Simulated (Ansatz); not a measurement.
# VCuS3: relaxing a made-up structure

Starting from a made-up structure for VCuS3, the aim is the relaxed cell, its shortest contacts and, where a second run follows, its electronic structure.

Main program and level: Ansatz 0.2.0; DFT, PBEsol, plane-wave PAW, files of the set soft_1, scalar-relativistic, ferromagnetic start, cell and ions relaxed at zero pressure; PAW set soft_1, in the first sound run; inputs show where later runs differ.

## 1. The starting structure

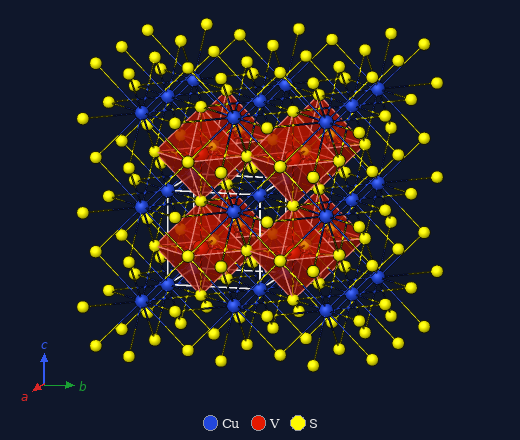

The starting structure, seen slightly off an axis (copper blue, vanadium red, sulfur yellow). 2×2×2 cells are drawn. Some periodic images of atoms are drawn too.

## 2. Relaxation of the guess

The guess takes its coordinates from another compound and its volume from a rule, so the cell and any free coordinates are relaxed together.

The input, input.yaml:

```yaml
crystal:
  lattice:
    - [4.586, 0.0, 0.0]
    - [0.0, 4.586, 0.0]
    - [0.0, 0.0, 4.586]
  atoms:
    - { symbol: Cu, position: [0.0, 0.0, 0.0], spin: 0.6 }
    - { symbol: V, position: [0.5, 0.5, 0.5], spin: 2.0 }
    - { symbol: S, position: [0.0, 0.5, 0.5] }
    - { symbol: S, position: [0.5, 0.0, 0.5] }
    - { symbol: S, position: [0.5, 0.5, 0.0] }
magnetization:
  spin_polarized: true
kpoints:
  mp_grid: { grid: [6, 6, 6] }
scf:
  occupations: { method: fermi_dirac, width: 0.05 }
hamiltonian:
  xc: pbesol
  pseudopotentials: { kind: paw, azcp: { folder: soft_1 }, xc_functional: pbe }
relax:
  f_tol: 0.015
  max_steps: 70
  cell: {}
output:
  forces: true
  stress: true
```

The run is started by

```
ansatz run input.yaml --threads 4 --pin off --max-ram 8192MiB --backend cpu --events-out ev --progress --plain --runs-dir out
```

Numbers of over 12 decimals in the logs are rounded to 6 here.

The log of the run:

```text
Engine: ansatz 0.2.0, x86_64-unknown-linux-gnu
Pseudopotentials: kind: paw
Pseudopotential: Cu, paw, valence charge 19, recommended cutoff 420 eV (normal), soft_1/Cu.paw.azcp
Pseudopotential: V, paw, valence charge 13, recommended cutoff 420 eV (normal), soft_1/V.paw.azcp
Pseudopotential: S, paw, valence charge 6, recommended cutoff 420 eV (normal), soft_1/S.paw.azcp
Functional definition: PBEsol
  exchange = pbesol_x
  correlation = pbesol_c
Crystal: 5 atoms, lattice volume = 96.450 Å³
Basis set: ecut = 420 eV, 1863 PW (Γ), exchange–correlation on 64×64×64 points (8 copies of the dense FFT grid, shifted against one another)
Bands: 32, of which v1, the nominal top of the filled ones, is band 25 counted from 1 (24 counted from 0)
Symmetry: 48 space group operations
Space group: Pm-3m (ITA 221), of the structure as read, at distance tolerance 4.6e-5 Å
Magnetic group: BNS 221.92 (UNI 1594), of the structure as read, at distance tolerance 4.6e-5 Å
k-points: 20 of 216
Non-local potential: Cu, projectors of the file, l = 0: 3, l = 1: 2, l = 2: 3, l = 3: 1
Non-local potential: V, projectors of the file, l = 0: 3, l = 1: 2, l = 2: 3, l = 3: 1
Non-local potential: S, projectors of the file, l = 0: 2, l = 1: 2, l = 2: 1
PAW form: soft (Blöchl's): semilocal exchange-correlation on the pseudo side does not see the compensation charge
PAW frozen core: Cu, regenerated for the run's functional, and the local potential with it (the file was generated under x = pbe(κ = 0.804, μ = 0.219515), c = pbe(β = 0.066725))
PAW frozen core: V, regenerated for the run's functional, and the local potential with it (the file was generated under x = pbe(κ = 0.804, μ = 0.219515), c = pbe(β = 0.066725))
PAW frozen core: S, regenerated for the run's functional, and the local potential with it (the file was generated under x = pbe(κ = 0.804, μ = 0.219515), c = pbe(β = 0.066725))
PAW one-centre angular grid: Cu, 590 points (default); XC on 64 Gauss nodes
PAW one-centre angular grid: V, 590 points (default); XC on 64 Gauss nodes
PAW one-centre angular grid: S, 110 points (default); XC on 64 Gauss nodes
Initial density: superposition of atomic densities (chi_scale 0.1, normalization cell, long waves kept (reshape's long-wave potential 0.01 eV rms))
Starting moments: Σ|m| = 2.6 μB on 2 of 5 sites
Initial wavefunctions: pseudopotential atomic-orbital guess
Functional: x = pbesol(κ = 0.804, μ = 0.123457), c = pbesol(β = 0.046)
SCF iter   1: F=—  HF=-12139.143130 eV  |F-HF|=—  |Δ(HF+E_count)|=         —  Δρ=3.76e-1 (↑3.02e-1 ↓3.76e-1)  dr2=4.32e2  dr2_m=1.53e0  M=3.354 μB ∫|m|=3.374 μB  β_m=0.30  ethr=3.10e-3  ⟨swp⟩=7.3  Hψ=5833  notcnv=0
Mixer restart at iter 1: flushing history
preconditioner: auto → Kerker (q_TF=auto, 2.445 Å⁻¹)  [metal: Δε(μ)=0.001 eV  Ē_g=7.711 eV  σ=0.050 eV  W_gap=0.00  n_scr=26 (ndim 8)  ℏωp=22.0 eV  f_vac=0.000  D(μ)=21.14/eV (n_scr^D=436)]
spin=Collinear: Kerker preconditioning applied to the charge; magnetization (m = ρ↑ − ρ↓) channel mixes plain (no charge-response kernel on spin).
SCF iter   2: F=—  HF=-12152.152441 eV  |F-HF|=—  |Δ(HF+E_count)|=    1.30e1  Δρ=1.71e-1 (↑1.51e-1 ↓1.71e-1)  dr2=4.75e1  dr2_m=6.17e-1  M=1.198 μB ∫|m|=1.826 μB  β_m=0.26  ethr=3.10e-3  ⟨swp⟩=4.1  Hψ=4657  notcnv=0
SCF iter   3: F=—  HF=-12132.872605 eV  |F-HF|=—  |Δ(HF+E_count)|=    1.93e1  Δρ=1.05e-1 (↑8.79e-2 ↓1.05e-1)  dr2=1.76e1  dr2_m=3.95e-1  M=1.157 μB ∫|m|=1.767 μB  β_m=0.42  ethr=3.10e-3  ⟨swp⟩=3.0  Hψ=3612  notcnv=0  defer=24
SCF iter   4: F=—  HF=-12127.744933 eV  |F-HF|=—  |Δ(HF+E_count)|=    5.13e0  Δρ=3.27e-2 (↑2.13e-2 ↓3.27e-2)  dr2=1.45e0  dr2_m=1.84e-1  M=0.973 μB ∫|m|=1.720 μB  β_m=0.71  ethr=3.10e-3  ⟨swp⟩=3.5  Hψ=3394  notcnv=0  defer=22
SCF iter   5: F=—  HF=-12128.410940 eV  |F-HF|=—  |Δ(HF+E_count)|=   6.66e-1  Δρ=3.75e-2 (↑3.75e-2 ↓3.17e-2)  dr2=2.59e0  dr2_m=5.21e-2  M=0.406 μB ∫|m|=1.534 μB  β_m=0.64  ethr=2.90e-3  ⟨swp⟩=2.1  Hψ=2299  notcnv=0  defer=22
SCF iter   6: F=—  HF=-12127.899720 eV  |F-HF|=—  |Δ(HF+E_count)|=   5.11e-1  Δρ=1.43e-2 (↑1.43e-2 ↓1.04e-2)  dr2=3.77e-1  dr2_m=2.51e-2  M=0.207 μB ∫|m|=1.437 μB  β_m=0.82  ethr=2.90e-3  ⟨swp⟩=2.0  Hψ=2165  notcnv=0  defer=22
SCF iter   7: F=—  HF=-12127.931551 eV  |F-HF|=—  |Δ(HF+E_count)|=         —  Δρ=9.78e-3 (↑9.10e-3 ↓9.78e-3)  dr2=6.58e-2  dr2_m=5.27e-2  M=-0.005 μB ∫|m|=1.043 μB  β_m=0.82  ethr=7.54e-4  ⟨swp⟩=3.4  Hψ=2581  notcnv=0  defer=16
Mixer restart at iter 7: flushing history
SCF iter   8: F=—  HF=-12127.956290 eV  |F-HF|=—  |Δ(HF+E_count)|=         —  Δρ=1.08e-2 (↑1.08e-2 ↓6.35e-3)  dr2=9.94e-2  dr2_m=3.33e-2  M=0.042 μB ∫|m|=0.706 μB  β_m=0.82  ethr=1.32e-4  ⟨swp⟩=2.6  Hψ=2679  notcnv=0  defer=12
Mixer restart at iter 8: flushing history
SCF iter   9: F=—  HF=-12128.079375 eV  |F-HF|=—  |Δ(HF+E_count)|=   1.23e-1  Δρ=2.56e-2 (↑2.56e-2 ↓2.08e-2)  dr2=1.45e0  dr2_m=7.06e-3  M=0.128 μB ∫|m|=0.674 μB  β_m=0.35  ethr=1.32e-4  ⟨swp⟩=3.4  Hψ=3196  notcnv=0  recentre
SCF iter  10: F=—  HF=-12127.939976 eV  |F-HF|=—  |Δ(HF+E_count)|=   1.39e-1  Δρ=7.56e-3 (↑7.56e-3 ↓4.77e-3)  dr2=4.72e-2  dr2_m=1.81e-2  M=0.063 μB ∫|m|=0.628 μB  β_m=0.24  ethr=1.32e-4  ⟨swp⟩=2.7  Hψ=2916  notcnv=0
SCF iter  11: F=—  HF=-12127.930748 eV  |F-HF|=—  |Δ(HF+E_count)|=   9.23e-3  Δρ=4.17e-3 (↑4.17e-3 ↓2.94e-3)  dr2=4.72e-3  dr2_m=1.01e-2  M=0.081 μB ∫|m|=0.555 μB  β_m=0.41  ethr=9.44e-5  ⟨swp⟩=2.0  Hψ=1859  notcnv=0
SCF iter  12: F=—  HF=-12127.930040 eV  |F-HF|=—  |Δ(HF+E_count)|=   7.08e-4  Δρ=2.03e-3 (↑1.65e-3 ↓2.03e-3)  dr2=6.42e-4  dr2_m=2.81e-3  M=0.102 μB ∫|m|=0.426 μB  β_m=0.59  ethr=9.43e-6  ⟨swp⟩=2.1  Hψ=2198  notcnv=0
SCF iter  13: F=—  HF=-12127.930568 eV  |F-HF|=—  |Δ(HF+E_count)|=   5.28e-4  Δρ=2.11e-3 (↑2.11e-3 ↓1.88e-3)  dr2=1.11e-2  dr2_m=2.37e-4  M=0.106 μB ∫|m|=0.202 μB  β_m=0.80  ethr=1.28e-6  ⟨swp⟩=2.8  Hψ=2752  notcnv=0
SCF iter  14: F=—  HF=-12127.930650 eV  |F-HF|=—  |Δ(HF+E_count)|=   8.26e-5  Δρ=1.38e-3 (↑1.38e-3 ↓1.09e-3)  dr2=4.75e-3  dr2_m=9.10e-5  M=0.093 μB ∫|m|=0.139 μB  β_m=0.90  ethr=1.28e-6  ⟨swp⟩=2.0  Hψ=1950  notcnv=0
SCF iter  15: F=—  HF=-12127.930418 eV  |F-HF|=—  |Δ(HF+E_count)|=   2.32e-4  Δρ=4.91e-4 (↑4.91e-4 ↓3.18e-4)  dr2=4.08e-4  dr2_m=5.25e-5  M=0.071 μB ∫|m|=0.103 μB  β_m=0.95  ethr=1.28e-6  ⟨swp⟩=2.0  Hψ=1710  notcnv=0
SCF iter  16: F=—  HF=-12127.930390 eV  |F-HF|=—  |Δ(HF+E_count)|=   2.88e-5  Δρ=2.40e-4 (↑2.40e-4 ↓2.12e-4)  dr2=5.72e-5  dr2_m=3.10e-5  M=0.056 μB ∫|m|=0.083 μB  β_m=0.97  ethr=8.17e-7  ⟨swp⟩=2.0  Hψ=1628  notcnv=0
[...]
SCF 3 converged in 14 iterations: F = -12128.039665 eV  dr2 = 3.09e-9
relax step   3: F+E_penalty+E_count = -12128.03966487 eV  Δ(F+E_penalty+E_count) = -7.756e-3 eV  max|allowed force component| = 7.205e-30 eV/Å  Δτ_max = 0.0000 Å  P = +0.174 GPa  Ω = 90.164 Å³  energy of the carried Pulay correction = +3.519e-3 eV  (14 SCF iters, dr2 threshold 5.00e-7 eV, accepted)
[...]
relax step   4: F+E_penalty+E_count = -12128.03965961 eV  Δ(F+E_penalty+E_count) = +5.259e-6 eV  max|allowed force component| = 1.033e-29 eV/Å  Δτ_max = 0.0000 Å  P = +0.002 GPa  Ω = 90.333 Å³  energy of the carried Pulay correction = +3.422e-3 eV  (14 SCF iters, dr2 threshold 7.58e-8 eV, accepted)
Basis set: ecut = 420 eV, 1791 PW (Γ), exchange–correlation on 60×60×60 points (8 copies of the dense FFT grid, shifted against one another)
Initial wavefunctions: pseudopotential atomic-orbital guess (no wavefunctions were taken with the density)
iter 1 solved again at ethr=5.19e-7 eV; its pass at ethr=3.10e-3 eV (dr2=2.59e-4 eV) is discarded
SCF iter   1: F=—  HF=-12128.036242 eV  |F-HF|=—  |Δ(HF+E_count)|=         —  Δρ=7.65e-5 (↑7.64e-5 ↓7.65e-5)  dr2=1.67e-5  dr2_m=1.59e-11  M=-0.000 μB ∫|m|=0.000 μB  β_m=0.65  ethr=5.19e-7  ⟨swp⟩=3.9  Hψ=9450  notcnv=0
preconditioner: auto → Kerker (q_TF=auto, 2.277 Å⁻¹)  [metal: Δε(μ)=0.027 eV  Ē_g=6.530 eV  σ=0.050 eV  W_gap=0.14  n_scr=18 (ndim 8)  ℏωp=22.8 eV  f_vac=0.000  D(μ)=6.14/eV (n_scr^D=80)]
spin=Collinear: Kerker preconditioning applied to the charge; magnetization (m = ρ↑ − ρ↓) channel mixes plain (no charge-response kernel on spin).
SCF iter   2: F=—  HF=-12128.036262 eV  |F-HF|=—  |Δ(HF+E_count)|=   1.98e-5  Δρ=3.04e-4 (↑3.04e-4 ↓3.04e-4)  dr2=2.09e-4  dr2_m=1.15e-11  M=-0.000 μB ∫|m|=0.000 μB  β_m=0.30  ethr=3.35e-8  ⟨swp⟩=2.0  Hψ=2305  notcnv=0
SCF iter   3: F=—  HF=-12128.036241 eV  |F-HF|=—  |Δ(HF+E_count)|=   2.13e-5  Δρ=2.12e-5 (↑2.12e-5 ↓2.12e-5)  dr2=1.41e-6  dr2_m=8.67e-12  M=-0.000 μB ∫|m|=0.000 μB  β_m=0.32  ethr=3.35e-8  ⟨swp⟩=2.0  Hψ=2292  notcnv=0
SCF iter   4: F=—  HF=-12128.036238 eV  |F-HF|=—  |Δ(HF+E_count)|=   2.58e-6  Δρ=1.34e-5 (↑1.34e-5 ↓1.33e-5)  dr2=4.02e-7  dr2_m=9.74e-12  M=-0.000 μB ∫|m|=0.000 μB  β_m=0.66  ethr=2.82e-9  ⟨swp⟩=2.0  Hψ=2278  notcnv=0
SCF iter   5: F=—  HF=-12128.036241 eV  |F-HF|=—  |Δ(HF+E_count)|=   2.41e-6  Δρ=8.79e-6 (↑8.79e-6 ↓8.65e-6)  dr2=4.13e-7  dr2_m=6.73e-12  M=-0.000 μB ∫|m|=0.000 μB  β_m=0.83  ethr=8.04e-10  ⟨swp⟩=2.1  Hψ=2324  notcnv=0
SCF iter   6: F=—  HF=-12128.036241 eV  |F-HF|=—  |Δ(HF+E_count)|=   7.74e-7  Δρ=8.74e-6 (↑8.74e-6 ↓8.72e-6)  dr2=2.53e-7  dr2_m=1.95e-12  M=-0.000 μB ∫|m|=0.000 μB  β_m=0.86  ethr=8.04e-10  ⟨swp⟩=3.1  Hψ=2498  notcnv=0
SCF iter   7: F=—  HF=-12128.036241 eV  |F-HF|=—  |Δ(HF+E_count)|=   4.45e-8  Δρ=1.27e-6 (↑1.27e-6 ↓1.24e-6)  dr2=6.26e-9  dr2_m=1.83e-12  M=-0.000 μB ∫|m|=0.000 μB  β_m=0.86  ethr=5.06e-10  ⟨swp⟩=2.7  Hψ=1991  notcnv=0
SCF iter   8: F=—  HF=-12128.036241 eV  |F-HF|=—  |Δ(HF+E_count)|=  1.76e-10  Δρ=6.75e-7 (↑6.30e-7 ↓6.75e-7)  dr2=1.09e-9  dr2_m=8.42e-13  M=-0.000 μB ∫|m|=0.000 μB  β_m=0.91  ethr=1.25e-11  ⟨swp⟩=2.5  Hψ=2233  notcnv=0
SCF iter   9: F=—  HF=-12128.036241 eV  |F-HF|=—  |Δ(HF+E_count)|=  2.73e-11  Δρ=3.59e-7 (↑3.59e-7 ↓2.89e-7)  dr2=6.33e-10  dr2_m=1.14e-12  M=-0.000 μB ∫|m|=0.000 μB  β_m=0.95  ethr=2.18e-12  ⟨swp⟩=2.9  Hψ=2300  notcnv=0
SCF iter  10: F=—  HF=-12128.036241 eV  |F-HF|=—  |Δ(HF+E_count)|=  7.48e-10  Δρ=7.41e-8 (↑7.41e-8 ↓3.87e-8)  dr2=2.09e-11  dr2_m=4.42e-13  M=-0.000 μB ∫|m|=0.000 μB  β_m=0.98  ethr=1.27e-12  ⟨swp⟩=2.1  Hψ=2143  notcnv=0
SCF iter  11: F=-12128.036241 eV  HF=-12128.036241 eV  |F-HF|=2.36e-11  |Δ(HF+E_count)|=  1.27e-11  Δρ=8.67e-8 (↑6.36e-8 ↓8.67e-8)  dr2=3.06e-11  dr2_m=1.20e-13  M=-0.000 μB ∫|m|=0.000 μB  ethr=1.00e-12  ⟨swp⟩=3.9  Hψ=4515  notcnv=0
the starting moments were not kept: the SCF closed with an absolute magnetisation of 5.8e-6 μB, where they sum to 2.6 μB in size (2 sites). That is at most 0.1 of that sum. Measured as dr2_m measures the in/out step, that magnetisation stands 1.2e-11 eV from none, at or under the dr2_threshold of 5.0e-11 eV: it is no larger than a step whose dr2_m would equal this threshold.
SCF 5 converged in 11 iterations: F = -12128.036241 eV  dr2 = 3.06e-11
relax step   5: F+E_penalty+E_count = -12128.03624125 eV  Δ(F+E_penalty+E_count) = +3.418e-3 eV  max|allowed force component| = 2.300e-29 eV/Å  Δτ_max = 0.0000 Å  P = -0.002 GPa  Ω = 90.333 Å³  stress off target by 1.78e-3 GPa  SCF on the basis re-selected at this cell (its energy is not comparable with the rows above)  (11 SCF iters)
basis re-selected at this cell: Δ(F+E_penalty+E_count) = +3.418e-3 eV, ΔP = -0.003 GPa vs the last step (what re-selecting the basis moved, of the pressure what is left beyond the Pulay correction that the steps carried, after the strain that the cell walked since its last selection, with what the two solves' SCF thresholds leave and, on support functions, any second-order correction that the steps lacked; it is no measure of the basis error at this ecutwfc). The dense FFT grid was sized anew with the basis: this SCF ran on 30×30×30 points, the steps before it on 32×32×32, so part of this shift can come from that change (see relax.cell in the input reference). [rest of the remark cut]
SCF converged after 11 iterations
Magnetization: -0.0000 μB (25.0000 up, 25.0000 down)
Absolute magnetization: 0.0000 μB (∫|ρ↑−ρ↓|, with the PAW one-centre terms)
Spin contamination: 0.0000 ħ² per cell (⟨S²⟩ above its minimum at these occupations)
Per-site moments (μB) at R_I (Å): [(-1.2597407703765885e-7, 1.308755), (-3.2823910948986988e-6, 0.925430), (2.85209837228704e-7, 0.925430), (2.8520983692738793e-7, 0.925430), (2.8520983714650826e-7, 0.925430)]
Free energy (F): -12128.036241 eV
Harris-Foulkes:  -12128.036241 eV  (|F-HF|=2.36e-11)
Internal energy: -12127.988040 eV  (E = F + TS)
E sigma→0 (E₀):  -12128.012141 eV
Entropy (-TS):   -0.048201 eV (-9.640 meV/atom)
Fermi energy:    8.390382 eV
--- Per-component energies (eV) ---
  E_band       = -724.413227
  E_kinetic    = 869.292982
  E_local      = -7854.237071  (includes V_loc(G=0)·N_el)
  E_nonlocal   = 1098.991281
  E_hartree    = 3320.180994
  E_xc         = -441.560639
  E_vxc        = -474.749341  (∫ρ·V_xc dr)
  E_paw        = -4667.545692  (= ΣΔE_a)
  E_vpaw       = -1004.075162  (= ΣTr[D̂ρ^β])
  E_aug_tail   = 0.002041  (compensation charges beyond the density's cutoff)
  E_ewald      = -4453.653665
  E_core_change = 0.541730  (= ΣΔE_core)
  E_smearing   = -0.048201  (= −TS)
  E_closure    = 0.000000  (closes the sum)
  Σ components = -12128.036241   (vs F -12128.036241, Δ=0.00e0)
--- Forces (eV/Å), atoms counted from 1 ---
  atom   1  Cu     0.00000000     0.00000000    -0.00000000
  atom   2  V     -0.00000000    -0.00000000    -0.00000000
  atom   3  S      0.00000000    -0.00000000    -0.00000000
  atom   4  S     -0.00000000    -0.00000000     0.00000000
  atom   5  S      0.00000000    -0.00000000    -0.00000000
  max |Σ_I F_I| component: 3.23e-29 eV/Å
--- Stress (GPa, compression-positive) ---
       -0.001781       0.000000      -0.000000
        0.000000      -0.001781      -0.000000
        0.000000       0.000000      -0.001781
  P = ⅓ Tr σ = -0.0018 GPa (-0.018 kbar)
--- Relaxed structure (4 steps of the walk, 4 accepted, 1 SCFs on fresh bases) ---
  F+E_penalty+E_count = -12128.03624125 eV   max|allowed force component| = 2.300e-29 eV/Å   (the final SCF, on the basis selected at the relaxed cell)
  cell:  # Å, volume = 90.3334 Å³
    - [4.486931, 0, 0]
    - [0, 4.486931, 0.0]
    - [0, 0.0, 4.486931]
  atoms:
    - { symbol: Cu, position: [0, 0, 0] }
    - { symbol: V, position: [0.5, 0.5, 0.5] }
    - { symbol: S, position: [0, 0.5, 0.5] }
    - { symbol: S, position: [0.5, 0, 0.5] }
    - { symbol: S, position: [0.5, 0.5, 0] }
```

Elapsed: 15 s, on 4 threads of Intel Xeon at 2.60GHz (Ice Lake), shared host; peak memory 0.53 GiB; 51 s of CPU time.

Relaxation path:

```csv
step,energy less that of the first step (eV),largest force component (eV/Å),pressure (GPa),volume (Å³)
1,0.0000,0.0000,-5.23,96.45
2,-0.1013,0.0000,-1.46,91.83
3,-0.1091,0.0000,0.17,90.16
4,-0.1091,0.0000,0.00,90.33
5*,-0.1057,0.0000,0.00,90.33
```

Relaxation steps marked * repeat the geometry before them on a plane-wave basis chosen anew for their cell, so energy and pressure can jump there.

The run keeps the 48 symmetry operations that it works with, so distortions that break them were not tested.

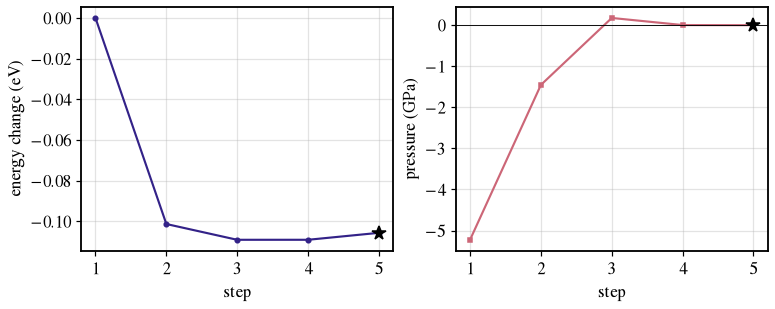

Energy and pressure along the relaxation. Stars mark steps on a basis chosen anew.

```csv
"conventional cell, symmetrised",before,after,change
a (Å),4.586,4.487,-2.2 %
b (Å),4.586,4.487,-2.2 %
c (Å),4.586,4.487,-2.2 %
volume (Å³/atom),19.29,18.07,-6.3 %
```

Final coordinates:

```cif
data_structure
_symmetry_space_group_name_H-M 'P 1'
_symmetry_Int_Tables_number 1
_cell_length_a 4.4869
_cell_length_b 4.4869
_cell_length_c 4.4869
_cell_angle_alpha 90.000
_cell_angle_beta 90.000
_cell_angle_gamma 90.000
_cell_volume 90.33
loop_
_atom_site_label
_atom_site_type_symbol
_atom_site_fract_x
_atom_site_fract_y
_atom_site_fract_z
_atom_site_occupancy
Cu1 Cu 0.00000 0.00000 0.00000 1
V2 V 0.50000 0.50000 0.50000 1
S3 S 0.00000 0.50000 0.50000 1
S4 S 0.50000 0.00000 0.50000 1
S5 S 0.50000 0.50000 0.00000 1
```

Numbers from this step:

```
free energy             : -12128.0362 eV
energy at zero smearing : -12128.0121 eV
smearing term TS        : 0.04820 eV
Fermi energy            : 8.390 eV
electrons               : 50
symmetry operations     : 48
pressure                : -0.001781 GPa
```

Shortest distances by pair of elements, guess and relaxed (not always the same contact):

```csv
pair,guess (Å),relaxed (Å)
S–V,2.293,2.243
Cu–S,3.243,3.173
S–S,3.243,3.173
Cu–V,3.972,3.886
Cu–Cu,4.586,4.487
```

The relaxation ends with a pressure of 0.00 GPa. No moment survives the cycle: this start ends non-magnetic.

[end of part 1 of 2]

[Logs are printed without paths, hosts, clocks, repeated set-up lines and the standing remarks that a program may print on its own settings, such as how far it seeks lower states.]

[Hosts, paths, dates, database ids (printed as entryN), source tags and the programs' standing remarks are cut or masked in the printed files.]
